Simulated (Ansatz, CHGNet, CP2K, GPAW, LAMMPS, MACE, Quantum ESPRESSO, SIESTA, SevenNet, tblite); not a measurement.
## CP2K runs on Ga2O3 with crystalline order left by the classical run (95 atoms)

Aim: run Ga2O3 with crystalline order left by the classical run (95 atoms) in CP2K and see how near its forces come to a plane-wave reference, and at what cost.

Program: CP2K 2026.2. Level of theory: the method is named at each step. Results are calculated unless marked as measured.

## Step 1: The structure

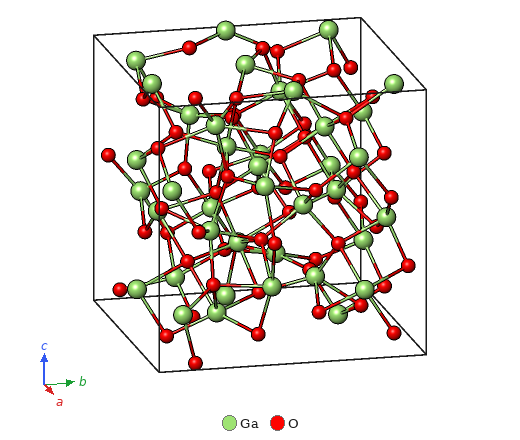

Start, viewed slightly off an axis; gallium green, oxygen red. Some periodic images of atoms are drawn too.

The cell holds 95 atoms: 38 Ga and 57 O. Its edges and angles: a = 9.848 Å, b = 9.848 Å, c = 9.848 Å, α = 90.0°, β = 90.0°, γ = 90.0°. 95 atoms (38 Fe, 57 O) placed at random at 5.32 g/cm³, melted at 5000 K for 10 ps at fixed volume with the Morse and Coulomb pair potential with partial charges (Pedone, Malavasi, Menziani, Cormack and Segre, J. Phys. Chem. B 110, 11780 (2006)). Quenched from 5000 K to 300 K at 50 K/ps and fixed volume, held 5 ps, then minimised at fixed cell. Then Fe was replaced by Ga and the cell scaled by 1.003 (the potential has no terms for the new elements, so the cell is a start for a DFT relaxation).

The yardstick, on the same geometry:

- method: Kohn-Sham DFT, PBE, PAW, plane waves (Ansatz 0.2.0); cutoff 420 eV, Γ point, fermi-dirac smearing of 0.05 eV; PAW set soft_2
- r.m.s. force component: 0.3357 eV/Å
- longest force: 1.186 eV/Å
- pressure: -2.744 GPa
- gap (highest filled to lowest empty level): 0.9257 eV
- SCF cycles: 8
- time: 27 s on 4 threads of Arm Neoverse V1, shared host
- CPU time: 1.7 min

## Step 2: PBE, DZVP-UZH, 800/50 Ry, diagonalisation

Method: Kohn-Sham DFT, PBE, GTH-PBE pseudopotentials, Gaussian and plane waves, DZVP-MOLOPT (UZH set), diagonalisation.

Input file input.inp:

```
&GLOBAL
  PROJECT cell
  RUN_TYPE ENERGY_FORCE
  PRINT_LEVEL LOW
&END GLOBAL
&FORCE_EVAL
  METHOD QS
  STRESS_TENSOR ANALYTICAL
  &DFT
    BASIS_SET_FILE_NAME BASIS_MOLOPT_UZH
    POTENTIAL_FILE_NAME POTENTIAL_UZH
    &MGRID
      CUTOFF 800
      REL_CUTOFF 50
      NGRIDS 5
    &END MGRID
    &QS
      EPS_DEFAULT 1.0E-12
    &END QS
    &SCF
      SCF_GUESS ATOMIC
      EPS_SCF 1.0E-06
      MAX_SCF 200
      ADDED_MOS 14
      &DIAGONALIZATION
        ALGORITHM STANDARD
      &END DIAGONALIZATION
      &SMEAR ON
        METHOD FERMI_DIRAC
        ELECTRONIC_TEMPERATURE [K] 580
      &END SMEAR
      &MIXING
        METHOD BROYDEN_MIXING
        ALPHA 0.3
        NBROYDEN 8
      &END MIXING
      &PRINT
        &RESTART OFF
        &END RESTART
      &END PRINT
    &END SCF
    &XC
      &XC_FUNCTIONAL PBE
      &END XC_FUNCTIONAL
    &END XC
    &PRINT
      &MULLIKEN ON
      &END MULLIKEN
      &HIRSHFELD ON
        SHAPE_FUNCTION DENSITY
      &END HIRSHFELD
      &MO ON
        EIGENVALUES T
        OCCUPATION_NUMBERS T
        MO_INDEX_RANGE 407 430
        &EACH
          QS_SCF 0
        &END EACH
        ADD_LAST NUMERIC
      &END MO
    &END PRINT
  &END DFT
  &SUBSYS
    &CELL
      A 9.84786 0.00000 0.00000
      B 0.00000 9.84786 0.00000
      C 0.00000 0.00000 9.84786
    &END CELL
    &TOPOLOGY
      COORD_FILE_NAME structure.xyz
      COORD_FILE_FORMAT XYZ
    &END TOPOLOGY
    &KIND Ga
      BASIS_SET DZVP-MOLOPT-PBE-GTH-q13
      POTENTIAL GTH-PBE-q13
    &END KIND
    &KIND O
      BASIS_SET DZVP-MOLOPT-PBE-GTH-q6
      POTENTIAL GTH-PBE-q6
    &END KIND
  &END SUBSYS
  &PRINT
    &FORCES ON
    &END FORCES
    &STRESS_TENSOR ON
    &END STRESS_TENSOR
  &END PRINT
&END FORCE_EVAL
```

Input file structure.xyz:

```xyz
95

Ga 6.75435 2.88168 1.19110
Ga 2.24492 2.99001 7.29667
Ga 5.73106 7.10976 7.54277
Ga 9.34739 0.60879 6.56448
Ga 4.50264 1.04742 9.19672
Ga 7.48043 5.53735 9.44528
Ga 7.07037 5.99232 5.08100
Ga 0.86316 8.52795 4.66217
Ga 4.53976 1.24782 4.47467
Ga 2.50766 6.09514 2.02472
Ga 2.54538 2.37806 1.39200
Ga 0.98291 8.41894 9.75381
Ga 2.57167 9.27727 7.09075
Ga 1.21365 1.42282 4.28894
Ga 4.39825 7.92743 0.14220
Ga 2.28835 6.32528 7.97706
Ga 6.13266 6.65902 2.11827
Ga 0.86740 1.34985 9.05058
Ga 2.56497 9.31519 2.31700
Ga 1.70752 3.92063 3.64617
Ga 7.24990 9.00961 4.46266
Ga 0.41026 4.76774 9.81645
Ga 9.31312 4.03093 6.50303
Ga 7.55085 2.44207 4.47733
Ga 4.35689 7.87208 4.76843
Ga 3.91659 5.09715 5.70930
Ga 5.11025 4.06923 3.27865
Ga 0.72451 5.96869 5.20971
Ga 8.86130 4.40318 2.62800
Ga 9.25108 7.50673 7.33232
Ga 8.89055 7.81526 2.29071
Ga 7.49885 9.23207 9.46340
Ga 7.99971 2.53661 8.51761
Ga 5.94880 0.12950 6.82378
Ga 5.88114 0.15865 1.99646
Ga 5.73195 3.49776 7.03649
Ga 9.30879 1.01433 1.91925
Ga 4.46561 4.50224 9.67030
O 4.22582 6.92354 1.82658
O 5.30790 8.98115 8.40860
O 2.79492 5.54306 9.75352
O 7.27974 7.23414 3.60707
O 6.40160 3.69620 9.00104
O 7.19041 4.41056 3.91777
O 7.78877 9.68360 2.75720
O 7.63327 7.43149 8.34606
O 9.22380 1.61968 4.92974
O 3.01847 1.14925 3.28466
O 0.37668 9.38225 8.12370
O 8.82723 4.53523 8.30844
O 0.46433 6.65932 8.92610
O 0.56517 9.70516 3.16057
O 4.85913 3.33192 5.10868
O 9.10691 8.83885 0.67182
O 8.76391 6.03979 6.07190
O 8.99060 1.54986 0.00335
[... 35 atom lines left out ...]
O 3.83426 4.16200 7.54208
O 6.44917 1.11035 0.35068
O 1.72505 7.76169 1.47639
O 0.09227 7.04496 3.73933
```

On the command line:

```console
$ OMP_NUM_THREADS=1 mpirun -np 4 cp2k.psmp -i input.inp > output.txt
```

Numbers of over 12 decimals in the logs are rounded to 6 here.

Log:

```text
CP2K| version string:                                       CP2K version 2026.2
 CP2K| Input file name                                                 input.inp
 GLOBAL| Basis set file name                                    BASIS_MOLOPT_UZH
 GLOBAL| Potential file name                                       POTENTIAL_UZH
 GLOBAL| Run type                                                   ENERGY_FORCE
 GLOBAL| Total number of message passing processes                             4
 GLOBAL| Number of threads for this process                                    1
 TOTAL NUMBERS AND MAXIMUM NUMBERS
  Total number of            - Atomic kinds:                                   2
                             - Atoms:                                         95
                             - Shell sets:                                    95
                             - Shells:                                       551
                             - Primitive Cartesian functions:                513
                             - Cartesian basis functions:                   1938
                             - Spherical basis functions:                   1691
  Maximum angular momentum of- Orbital basis functions:                        3
                             - Local part of the GTH pseudopotential:          2
                             - Non-local part of the GTH pseudopotential:      4
 SCF PARAMETERS         Density guess:                                    ATOMIC
                        max_scf:                                             200
                        eps_scf:                                        1.00E-06
                        added MOs                                        14    0
                        Mixing method:                            BROYDEN_MIXING
                                                charge density mixing in g-space
                        Smear method:                                FERMI_DIRAC
                        Electronic temperature [K]:                        580.0
                        Electronic temperature [a.u.]:                  1.84E-03
                        Accuracy threshold:                             1.00E-10
 Extrapolation method: initial_guess
 Number of electrons:                                                        836
 Number of occupied orbitals:                                                418
 Number of molecular orbitals:                                               432
 Number of orbital functions:                                               1691
 Number of independent orbital functions:                                   1691
 SCF WAVEFUNCTION OPTIMIZATION
  Step     Update method      Time    Convergence         Total energy    Change
     1 NoMix/Diag. 0.30E+00   10.2     1.77819078     -3755.8950497621 -3.76E+03
     2 Broy./Diag. 0.30E+00   13.8     0.24653894     -3670.3448354582  8.56E+01
     3 Broy./Diag. 0.30E+00   13.8     0.11747141     -3740.9131982371 -7.06E+01
     4 Broy./Diag. 0.30E+00   13.9     0.04535449     -3751.0674070318 -1.02E+01
[...]
13 Broy./Diag. 0.30E+00   13.9     0.00000260     -3749.9365179016  7.86E-05
    14 Broy./Diag. 0.30E+00   13.9     0.00000044     -3749.9365359785 -1.81E-05
  *** SCF run converged in    14 steps ***
  Electronic density on regular grids:       -835.9999999999        0.0000000001
  Core density on regular grids:              835.9999999995       -0.0000000005
  Total charge density on r-space grids:       -0.0000000004
  Total charge density g-space grids:          -0.0000000004
  Overlap energy of the core charge distribution:               4.42191e-08
  Self energy of the core charge distribution:              -6065.042538
  Core Hamiltonian energy:                                   1795.351944
  Hartree energy:                                            1111.537436
  Exchange-correlation energy:                               -591.783361
  Electronic entropic energy:                                  -1.75938e-05
  Fermi energy:                                                 0.231315
  Total energy:                                             -3749.936536
  Total energy (extrapolated to T->0):                      -3749.936527
 MO| EIGENVALUES AND OCCUPATION NUMBERS
 MO|
 MO|  Index      Eigenvalue [a.u.]        Eigenvalue [eV]             Occupation
 MO|    407               0.195610               5.322826               2.000000
 MO|    408               0.196745               5.353697               2.000000
 MO|    409               0.198053               5.389290               2.000000
[...]
MO|    429               0.374086              10.179391               0.000000
 MO|    430               0.375951              10.230158               0.000000
 MO| Sum:                                                             836.000000
 MO| E(Fermi):            0.231315 a.u.          6.294392 eV
 !-----------------------------------------------------------------------------!
                     Mulliken Population Analysis
 #  Atom  Element  Kind  Atomic population                           Net charge
       1     Ga       1         11.977992                              1.022008
       2     Ga       1         11.792309                              1.207691
       3     Ga       1         11.881647                              1.118353
[...]
94     O        2          6.704485                             -0.704485
      95     O        2          6.676820                             -0.676820
 # Total charge                            836.000000                 -0.000000
 !-----------------------------------------------------------------------------!
 !-----------------------------------------------------------------------------!
                           Hirshfeld Charges
  #Atom  Element  Kind  Ref Charge     Population                    Net charge
      1       Ga     1      13.000         12.532                         0.468
      2       Ga     1      13.000         12.508                         0.492
      3       Ga     1      13.000         12.568                         0.432
[...]
94       O      2       6.000          6.315                        -0.315
     95       O      2       6.000          6.336                        -0.336
  Total Charge                                                           -0.000
 !-----------------------------------------------------------------------------!
 ENERGY| Total FORCE_EVAL ( QS ) energy [hartree]          -3749.936563
 FORCES| Atomic forces [hartree/bohr]
 FORCES|   Atom     x               y               z               |f|
 FORCES|      1  2.94100485E-04  2.18900681E-04  1.28543005E-02   1.28595277E-02
 FORCES|      2  8.18799128E-04  1.00367201E-02 -1.87096512E-02   2.12475229E-02
 FORCES|      3 -1.69721420E-03 -6.75312107E-03 -9.15282114E-03   1.15004050E-02
[...]
FORCES|     94  5.69486530E-03  5.70396326E-03  1.13256693E-02   1.39009882E-02
 FORCES|     95 -4.55133508E-04  1.31787945E-02 -1.44756160E-02   1.95814000E-02
 FORCES| Sum     5.93743945E-04  4.66885317E-03  7.64091534E-03
 FORCES| Total atomic force                                       8.97409099E-03
 STRESS| Analytical stress tensor [bar]
 STRESS|                        x                   y                   z
 STRESS|      x        5.93164567836E+03  -1.47404402192E+04  -4.29176645960E+04
 STRESS|      y       -1.47404402192E+04  -1.06368885578E+03   2.39496074306E+04
 STRESS|      z       -4.29176645960E+04   2.39496074306E+04  -1.07050268935E+04
 STRESS| 1/3 Trace                                            -1.94569002363E+03
```

Run time: 4.1 min. Hardware: 4 MPI ranks of Arm Neoverse V1, shared host; peak memory 7.4 GiB; 17 min of CPU time.

Banners, paths, timers and routine set-up lines are dropped from the logs unmarked, and long logs keep their key lines alone; longer cuts are marked.

Compared with the plane-wave run:

```
r.m.s. force component                           : 0.3367 eV/Å
r.m.s. difference of force components            : 45.26 meV/Å
longest difference of force vectors              : 176.7 meV/Å
force difference over r.m.s. force               : 13.48 %
slope of forces against the reference's          : 0.9938
correlation of force components                  : 0.991
gap (highest filled to lowest empty level) : 0.8628 eV
gap difference                                   : -0.0629 eV
pressure                                         : -0.1946 GPa
pressure difference                              : 2.55 GPa
```

Length of the force difference by element (eV/Å):

```tsv
element	atoms	mean	most
Ga	38	0.091	0.18
O	57	0.058	0.13
```

Levels nearest the highest filled one (eV from it): -0.52, -0.49, -0.46, -0.42, -0.39, -0.35, -0.32, -0.24, -0.14, -0.09, -0.03, 0.00, 0.86, 3.39, 3.49, 3.57, 3.68, 3.80, 3.91, 4.05, 4.12, 4.27, 4.33, 4.38.

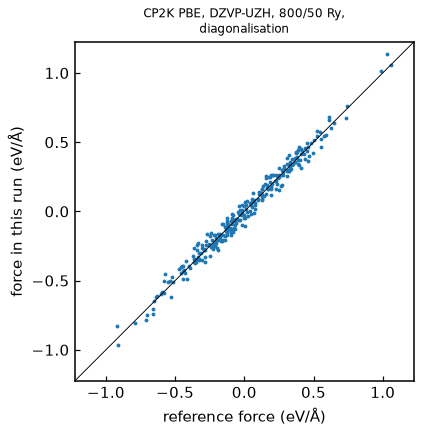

Force components against those of the reference; the line marks equality.

A closer look about Ga20, which bears the longest force: 12 atoms, nearest first, numbered in the order of the input, with positions taken from that point.

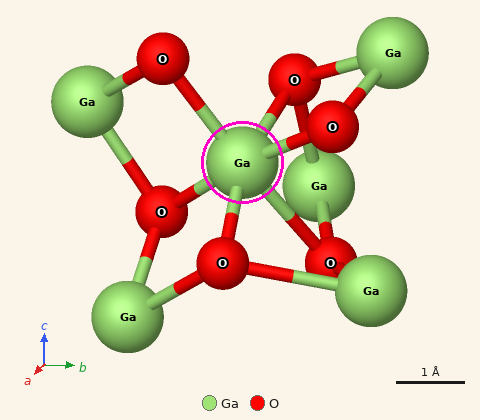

The atoms of the table, within 2.9 Å (arrows a, b, c point along x, y, z); some may hide others; the central atom is ringed.

```tsv
atom	x	y	z	distance (Å)	bonds	Hirshfeld charge (e)	Fx	Fy	Fz (eV/Å)
Ga20	0.00	0.00	0.00	0.00	6	0.40	0.52	-0.16	1.13
O60	0.71	1.56	0.84	1.91	3	-0.30	0.13	0.41	-0.21
O78	-0.77	-1.43	-1.05	1.93	4	-0.30	0.16	-0.14	-0.37
O91	1.57	0.10	-1.14	1.94	4	-0.30	-0.16	0.19	-0.27
O87	-1.75	0.35	0.85	1.97	4	-0.29	-0.28	0.16	-0.35
O64	0.47	-1.09	1.64	2.03	3	-0.35	-0.09	-0.61	-0.06
O82	-0.88	1.13	-1.69	2.22	4	-0.30	-0.24	0.24	-0.51
Ga14	-0.49	-2.50	0.64	2.63	6	0.41	0.42	0.31	0.29
Ga28	-0.98	2.05	1.56	2.76	6	0.41	-0.05	-0.24	-0.13
Ga10	0.80	2.17	-1.62	2.83	5	0.51	0.25	-0.15	-0.83
Ga11	0.84	-1.54	-2.25	2.86	6	0.49	-0.40	0.36	0.09
Ga29	-2.69	0.48	-1.02	2.92	6	0.50	-0.37	-0.05	0.04
```

Forces lie 13 % from the reference's, at 9.7 times its CPU time.

Mean charges by element (e), by run and scheme:

```tsv
run	scheme	Ga	O
reference	Löwdin	+1.00	-0.63
CP2K PBE, DZVP-UZH, 800/50 Ry, diagonalisation	Mulliken	+1.12	-0.75
CP2K PBE, DZVP-UZH, 800/50 Ry, diagonalisation	Hirshfeld	+0.46	-0.31
```

The reference's Löwdin charges lack the electrons that the projection spills, 0.026 e an atom on average.

## Step 3: Summary of results

| Item | Value |
| --- | --- |
| force difference from the reference | CP2K PBE, DZVP-UZH, 800/50 Ry, diagonalisation, 13 % |
| its CPU time | 17 min |

In words: The PBE run in local orbitals differs by 13 % (CP2K PBE, DZVP-UZH, 800/50 Ry, diagonalisation); basis, grid and potentials can all enter. At the same functional, the gap of CP2K PBE, DZVP-UZH, 800/50 Ry, diagonalisation lies 0.06 eV below the reference's 0.926 eV. In pressure, CP2K PBE, DZVP-UZH, 800/50 Ry, diagonalisation misses by +2.5 GPa, at the same functional. Charges hang on scheme and program or settings: among these rows the mean for Ga runs from +0.46 to +1.12 e. The quench rate of 50 K/ps is many orders above laboratory rates, so the cell is likely richer in defects and strain than a real sample. The network of bonds at the start is that of the classical potential that made the cell, and needn't be the one that DFT or experiment would give. The reference's pressure of -2.7 GPa belongs to a cell and atoms that aren't relaxed at this level. The electronic-structure runs sample only Γ, in a cell whose shortest periodic width is 10 Å.

[Also dropped from logs without a mark: logging warnings of Python, and SIESTA's first energy breakdown and zero terms.]

[Logs are printed without paths, hosts, clocks, repeated set-up lines and the standing remarks that a program may print on its own settings, such as how far it seeks lower states.]

[Hosts, paths, dates, database ids (printed as entryN), source tags and the programs' standing remarks are cut or masked in the printed files.]
